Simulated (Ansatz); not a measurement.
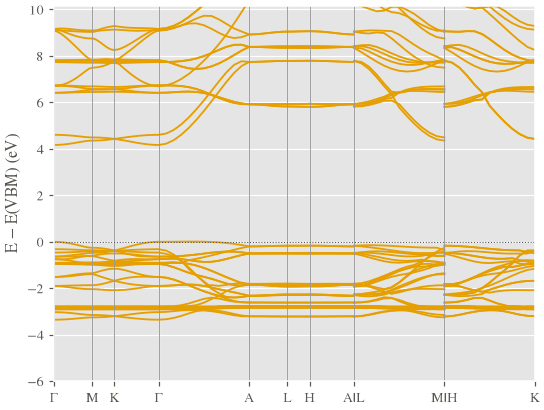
Figure. Band structure from r²SCAN in the plane-wave PAW code Ansatz

Problem. Read off the gap and where the band edges lie.

Solution. About 4.2 eV (4.16 eV by a search for the band edges); maximum on the Γ–A line, 38 % of the way from Γ, minimum at Γ.

The material is LuCl3 in space group P6_3/mmc (No. 194; Lu on 2d, Cl on 6h).

The first step of the workflow began from a Materials Project structure, measured or hypothetical; the Crystallography Open Database copy checked does not list it. Whether it is the stable phase at ambient conditions was not checked. Symmetry was held in the r²SCAN relaxation; its stability against distortions is not shown here. A crystal of weakly bound chains computed without a dispersion correction: the cell and the soft elastic constants depend strongly on that. Scalar-relativistic: spin–orbit coupling is off unless named, which matters more the heavier the elements.

Potentials: the later of the program's two PAW sets.
